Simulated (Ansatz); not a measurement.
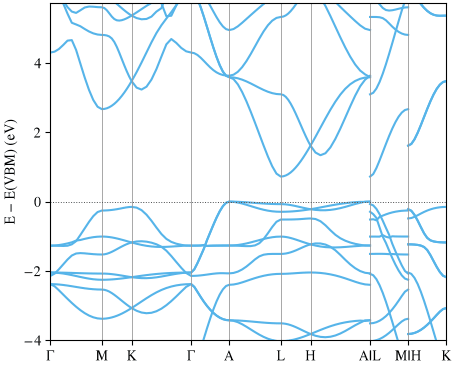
Figure: Band structure from plane-wave PAW PBEsol (Ansatz code)

Q: Read off the gap and where the band edges lie.

A: About 0.7 eV (0.72 eV by a search for the band edges); maximum at A, minimum at L.

Q: Pick the material that matches.
A. MgZnO2, P3m1 (Mg on 1b, Zn on 1c, O on 1b, O on 1c)
B. Na2PdC2, P-3m1 (Na on 2d, Pd on 1a, C on 2c)
C. Ga2O3, La2O3 or Ni2Al3 type
D. Cd2TeSe, P3m1 (Cd on 1c, Cd on 1a, Te on 1a, Se on 1c)

A: B, Na2PdC2, P-3m1 (Na on 2d, Pd on 1a, C on 2c)

The workflow started from a Materials Project entry (that database holds measured and hypothetical structures alike); the Crystallography Open Database copy checked does not list it. Its standing as an ambient phase is unchecked. The cell was relaxed with PBEsol under the symmetry of its start; whether a distortion lowers the energy is not shown. The run is not spin-polarised. Spin–orbit coupling is left out wherever it is not named.

Potentials: the later of the program's two PAW sets.
